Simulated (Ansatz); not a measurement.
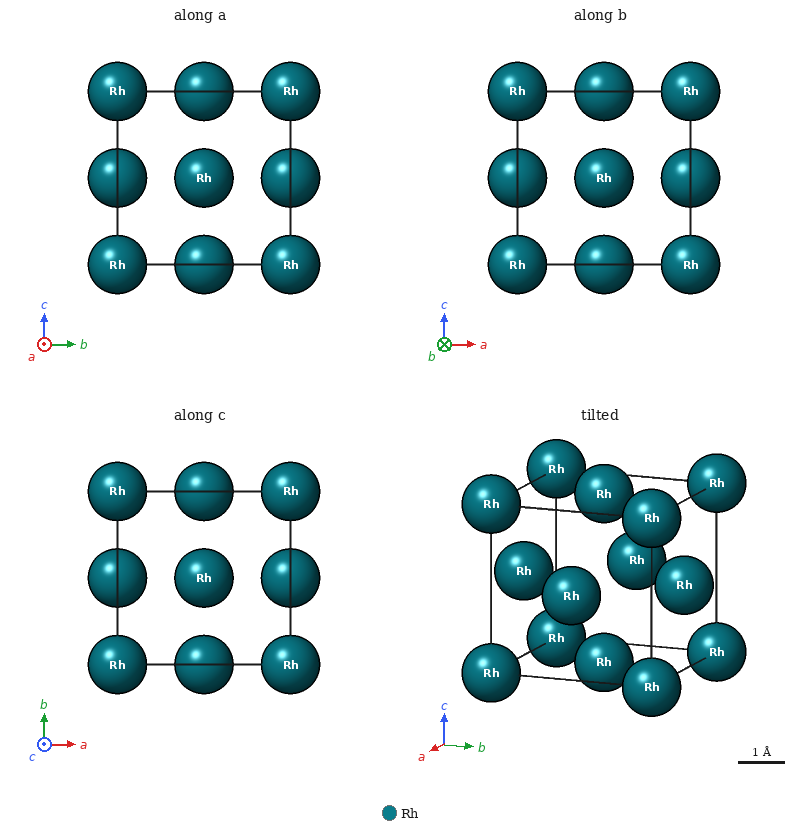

Crystal structure, spheres-only style, seen along the a axis, along the b axis, along the c axis and slightly off an axis. The edges of the conventional unit cell are marked.

Lattice parameters: a = 3.830 Å, b = 3.830 Å, c = 3.830 Å, α = 90.00°, β = 90.00°, γ = 90.00°. Put a along x and b in the xy plane.

**Transcribe the picture into a POSCAR file.**

```
Rh
1.0
     3.830    0.000    0.000
     0.000    3.830    0.000
     0.000    0.000    3.830
Rh
4
Direct
  0.0000 0.0000 0.0000
  0.0000 0.5000 0.5000
  0.5000 0.0000 0.5000
  0.5000 0.5000 0.0000
```

It goes back to the standard structure of this element. Earlier steps of the study may have refined or changed the cell and positions. It was the input of a calculation with Ansatz.
